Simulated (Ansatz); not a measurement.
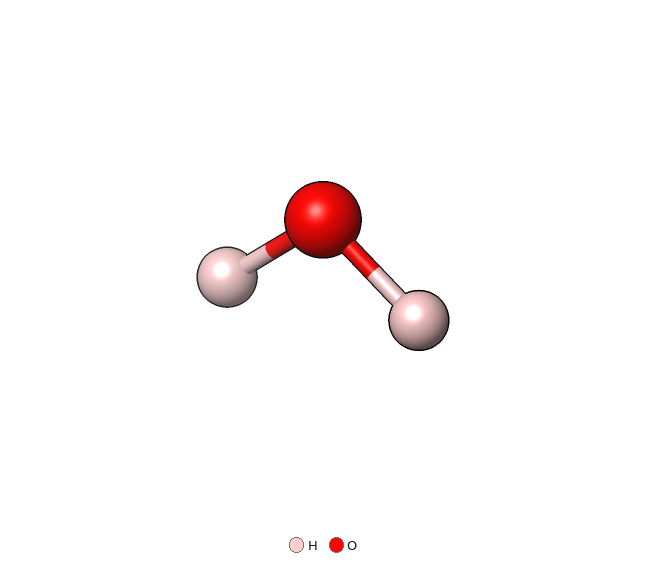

The picture shows a molecular structure as a ball-and-stick model. Every bond is drawn as one stick, whatever its order.

Computed geometry: PBE0-D4/def2-TZVP optimisation.

Count the atoms of each element.

Answer. H₂O, 3 atoms: 2 hydrogen and 1 oxygen.

What is the point group of this geometry?

Answer. C2v.

How many bonds of each kind are drawn?

Answer. 2 O–H. Sticks follow a distance rule.

More results for the same structure follow; atom numbers are the same in all pictures, views and colours differ.

### Geometry

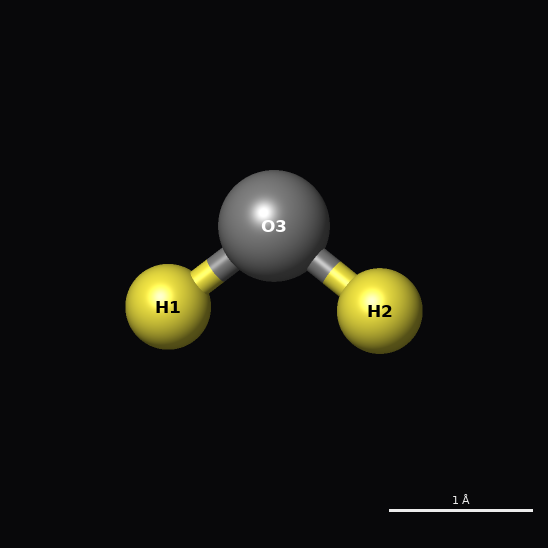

Which atoms are bonded, and how long are the bonds?

```json
{"bond": "H1–O3", "length (Å)": "0.960"}
{"bond": "H2–O3", "length (Å)": "0.960"}
```

### Charges

The questions are on Mulliken charges. Level of theory: RKS PBE0-D4/def2-TZVP (Ansatz 0.2.0).

List the Mulliken charges.

| atom | value (e) |
| --- | --- |
| H1 | 0.32 |
| H2 | 0.32 |
| O3 | −0.65 |

### Dipole moment

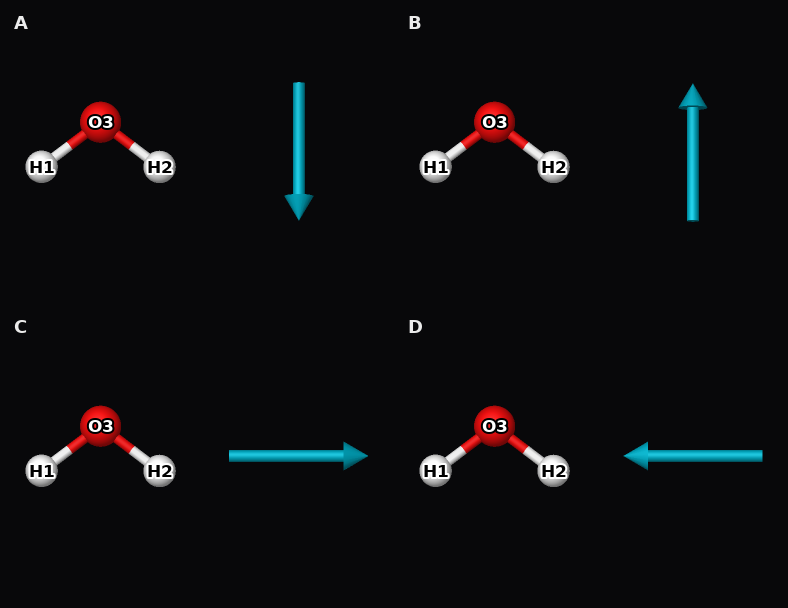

The same molecule four times, each with an arrow. Level of theory: RKS PBE0-D4/def2-TZVP (Ansatz 0.2.0).

Which arrow points along the dipole moment, from the negative to the positive end?

Answer. A. The dipole moment is 2.07 D; it points from the side of O3 to the side of H1, H2 (the outermost atoms at the two ends).

### Electronic properties

Level of theory: RKS PBE0-D4/def2-TZVPP (Ansatz 0.2.0).

Predict the main results.

- HOMO energy (Kohn–Sham orbital): −8.90 eV
- LUMO energy (Kohn–Sham orbital): 0.85 eV
- HOMO–LUMO gap: 9.75 eV

Mulliken values depend strongly on the basis set and can even reverse the polarity of a bond.
